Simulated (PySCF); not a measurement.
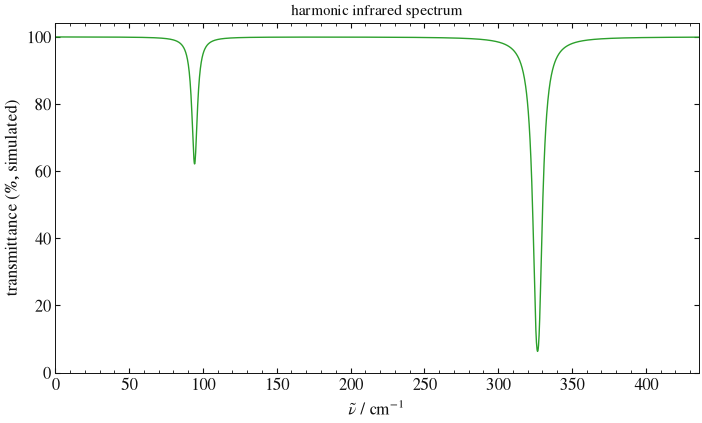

Unscaled harmonic wavenumbers and double-harmonic intensities, PBE/def2-TZVP (ECP) with PySCF 2.14.0, isolated molecule. Structures are the lowest points that the searches found. Degenerate modes count as one line, with their intensities summed. Lorentzian lines of 4 cm⁻¹ full width. Close modes add up in the curve.

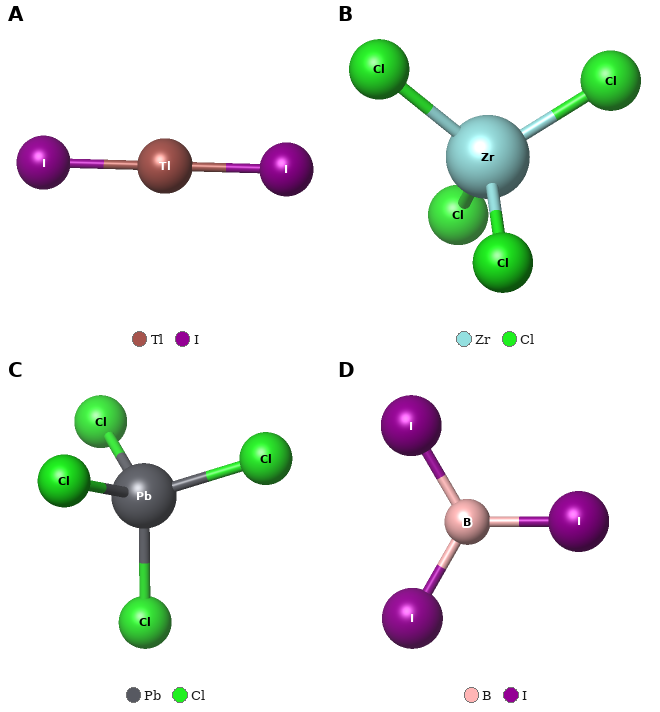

> Which molecule gives this infrared spectrum? The candidates are drawn in the second picture. Charge and spin: A +1 singlet; B neutral singlet; C neutral singlet; D neutral singlet.

Structure C, PbCl₄, singlet. It has its most intense lines at 326.7 and 94.4 cm⁻¹.

Caveats: spin-orbit coupling is left out, and with Pb it can shift these values.
